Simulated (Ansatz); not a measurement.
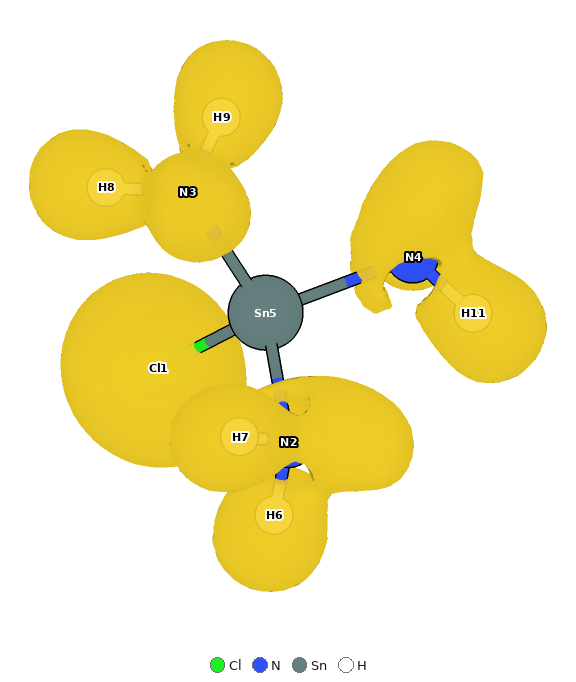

The picture shows: ClH6N3Sn (SMILES [NH2][Sn]([NH2])([NH2])[Cl]). Isosurface of the electron localisation function at 0.8 (yellow), seen at a tilt. Only the valence region is drawn (cores and ρ < 0.01 e/Å³ removed).

Geometry: PBE0-D4/def2-SVP; core potentials replace the inner electrons of Sn.

Method: Ansatz, isolated molecule in a Gaussian basis; Kohn-Sham density functional theory, functional PBE0.

```xyz
11

Cl    1.3795    2.2197   -0.0190
N    -1.8051    0.5906   -0.4295
N     0.2507   -0.6567    1.8291
N     0.8810   -1.0730   -1.3830
Sn    0.1307    0.1965    0.0002
H    -1.9388    1.4970   -0.8741
H    -2.3853    0.5617    0.4076
H     0.5503   -0.0068    2.5537
H     0.8942   -1.4467    1.8291
H     1.8215   -0.8240   -1.6839
H     0.2869   -1.1153   -2.2097
```

Describe the localisation domains.

The surface consists of one region wrapped around Cl (its valence shell) and three joined regions spread over several atoms (H, N), in which their bonds and any lone pairs are merged. Along the contacts the grid gives the following. Sn–N (2.02 Å): the ELF peaks at about 0.85 in the valence shell of N, 0.7 Å from its nucleus, and drops to about 0.15 between the two atoms. Sn–Cl (2.38 Å): the ELF peaks at about 0.85 in the valence shell of Cl, 0.8 Å from its nucleus, and drops to about 0.15 between the two atoms.
